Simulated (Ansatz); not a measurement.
# BOF (fluoro(oxo)borane): PBE0/cc-pVTZ

What is the electronic atomisation energy of BOF (fluoro(oxo)borane) at PBE0/cc-pVTZ? 

The results are computed with Ansatz 0.2.0.

54 further runs of the same task are left out: 9 that didn't finish, 45 set aside as unsound or not needed.

## 1. Starting point

The species is BOF (3 atoms), meant as a singlet with charge 0. As SMILES, `O=BF`. The coordinates come from a PBE0-D4/def2-TZVP relaxation.

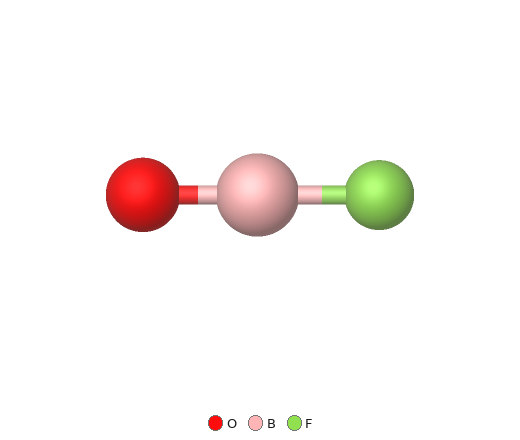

The structure, seen from a chosen angle (oxygen red, boron pink, fluorine green).

## 2. The energy at PBE0/cc-pVTZ

File input.yaml:

```yaml
crystal:
  periodic: [false, false, false]
  atoms:
    - {symbol: O, position_ang: [0.983100, -0.565100, 0.479900]}
    - {symbol: B, position_ang: [0.020300, -0.011600, 0.009900]}
    - {symbol: F, position_ang: [-1.003400, 0.576800, -0.489800]}
basis:
  gaussian:
    orbitals: cc-pVTZ
hamiltonian:
  xc: {name: PBE0}
accuracy: high
output: {orbitals: {seedname: orbitals}}
```

Launch:

```
ansatz run input.yaml --threads 1 --pin off --max-ram 3480MiB --events-out events.jsonl --progress --plain --runs-dir runs
```

Log:

```text
Warning: RAYON_NUM_THREADS=1 ignored (pool sized by the plan → 1); use --threads N
Functional definition: PBE0
  name "PBE0"
  parameter a = 0.25
  parameter kappa = 0.804
  parameter beta = 0.06672455060314922
  exchange = (1 - a)*pbe_x(kappa = kappa, mu = beta*pi^2/3) + a*exact_x
  correlation = pbe_c(beta = beta)
1344 factors; integrals over basis functions are off by at most 2.7e-9 eV
mean field evaluation 1: about -5433.2431 eV, gradient 5.8e1 eV
mean field evaluation 2: about -5411.0403 eV, gradient 1.2e2 eV
mean field evaluation 4: about -5438.6462 eV, gradient 7.0e0 eV
mean field evaluation 8: about -5438.7077 eV, gradient 3.2e-2 eV
mean field evaluation 16: about -5438.7077 eV, gradient 7.2e-8 eV
mean field -5438.70772659 eV, -199.8688224635 hartree, gradient 7.2e-8 eV, S^2 0.000000; 0 other end points of the search recorded, 0 dependent functions left out
reference -5438.70772873 eV, -199.8688225423 hartree; 11, 11 occupied and 79, 79 virtual orbitals, 1344 factors
Total energy: -5438.70772873 eV, -199.8688225423 hartree
```

It took 2.4 s on 1 thread of Arm Neoverse V2, shared host; peak memory 0.17 GiB.

## 3. The B atom, same level

File molecule.yaml:

```yaml
crystal:
  periodic: [false, false, false]
  atoms:
    - {symbol: B, position_ang: [0.000000, 0.000000, 0.000000]}
basis:
  gaussian: {orbitals: cc-pVTZ}
total_charge: 0
magnetization: {spin_polarized: true, initial_magnetization: 1}
hamiltonian: {xc: pbe0}
accuracy: high
```

Run the same way, it converges to -24.61806 Eh (log not shown).

## 4. The F atom, same level

File in.yaml:

```yaml
crystal:
  periodic: [false, false, false]
  atoms:
    - symbol: F
      position_ang: [0.000000, 0.000000, 0.000000]
basis:
  gaussian: {orbitals: cc-pVTZ}
magnetization: {spin_polarized: true, initial_magnetization: 1}
hamiltonian: {xc: {name: PBE0}}
accuracy: high
```

Run the same way, it converges to -99.66904 Eh (log not shown).

## 5. The O atom at the same level

File job.yaml:

```yaml
basis:
  gaussian:
    orbitals: cc-pVTZ
crystal:
  periodic: [false, false, false]
  atoms:
    - {symbol: O, position_ang: [0.000000, 0.000000, 0.000000]}
magnetization:
  spin_polarized: true
  initial_magnetization: 2
hamiltonian:
  xc: pbe0
accuracy: high
```

Launch:

```
ansatz run job.yaml --threads 1 --pin off --max-ram 3480MiB --events-out events.jsonl --progress --plain --runs-dir runs
```

Log:

```text
Warning: RAYON_NUM_THREADS=1 ignored (pool sized by the plan → 1); use --threads N
[... 7 set-up lines as earlier in the session ...]
299 factors; integrals over basis functions are off by at most 2.4e-9 eV
mean field evaluation 1: about -2041.0927 eV, gradient 7.5e0 eV
mean field evaluation 2: about -2041.2059 eV, gradient 3.4e0 eV
mean field evaluation 4: about -2041.2420 eV, gradient 4.8e-2 eV
mean field evaluation 8: about -2041.2422 eV, gradient 1.0e-3 eV
mean field -2041.24223938 eV, -75.0142686934 hartree, gradient 8.5e-9 eV, S^2 2.003065; 0 other end points of the search recorded, 0 dependent functions left out
reference -2041.24224011 eV, -75.0142687203 hartree; 5, 3 occupied and 25, 27 virtual orbitals, 299 factors
Total energy: -2041.24224011 eV, -75.0142687203 hartree
```

Run time: 0.38 s. Hardware: 1 thread of Arm Neoverse V2, shared host.

## 6. Results

Level: PBE0/cc-pVTZ.

| quantity | value |
| --- | --- |
| molecule: total energy | -199.86882 Eh |
| molecule: HOMO energy | -10.23 eV |
| molecule: LUMO energy | -0.07 eV |
| molecule: HOMO–LUMO gap | 10.16 eV |
| B atom: total energy | -24.61806 Eh |
| B atom: ⟨S²⟩ | 0.754 |
| F atom: total energy | -99.66904 Eh |
| F atom: ⟨S²⟩ | 0.752 |
| O atom: total energy | -75.01427 Eh |
| O atom: ⟨S²⟩ | 2.003 |
| electronic atomisation energy | 15.441 eV |

What this shows: Taking the molecule apart into free atoms costs 15.44 eV (356 kcal/mol), before zero-point energy and without spin-orbit coupling.
